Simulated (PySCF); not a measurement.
Consider ClF···HF···HF.

Input file:

```
{"job": {"kind": "inter", "xc": "wB97M-D3(BJ)", "basis": "def2-TZVPD", "pairs": true}, "charge": 0, "multiplicity": 1, "parts": [{"atoms": "0-1", "charge": 0, "multiplicity": 1}, {"atoms": "2-3", "charge": 0, "multiplicity": 1}, {"atoms": "4-5", "charge": 0, "multiplicity": 1}]}
Cl     0.868618    -0.093816     0.615439
F     -0.159801     1.206870     0.560093
F     -1.063371    -1.495541    -2.253447
H     -1.490204    -0.691157    -2.060807
F     -1.999801     0.843369    -1.407752
H     -1.422088     1.064345    -0.711919
```

Command:

```sh
OMP_NUM_THREADS=1 python cluster_run.py task.json out
```

Geometry: PBE0-D3(BJ)/def2-SVPD.

All numbers below come from wB97M-D3(BJ)/def2-TZVPD, SCF density, gas phase in PySCF 2.14.0.

What can the converged electron density and electron localisation function tell about the bonding?

Answer. F5···H4 (1.74 Å): the density falls to about 0.22 e/Å³ on the way; the ELF dips to about 0.10 between them: a closed-shell contact with the geometry of a hydrogen bond.
Cl–F (1.66 Å): the density is about 1.4 e/Å³ at the midpoint; the ELF peaks at about 0.75 between the atoms: a covalent bond.
F–H (0.93 Å): ρ at the midpoint is about 4.7 e/Å³; the ELF climbs to about 1 towards the hydrogen, as it does in any bond to H; an ordinary covalent bond to hydrogen.

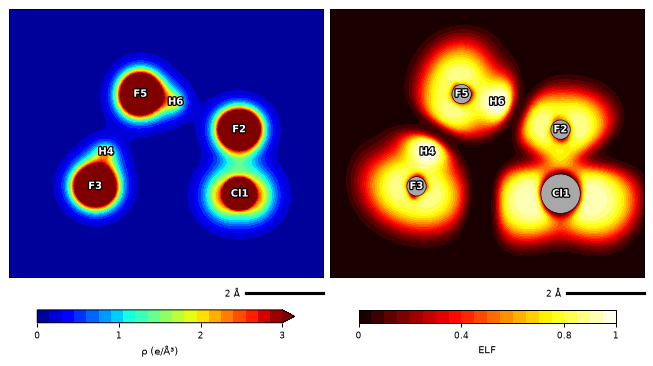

Computed electron density and electron localisation function on the molecular plane, in this order. Grey discs cover the atomic cores in the ELF map. 
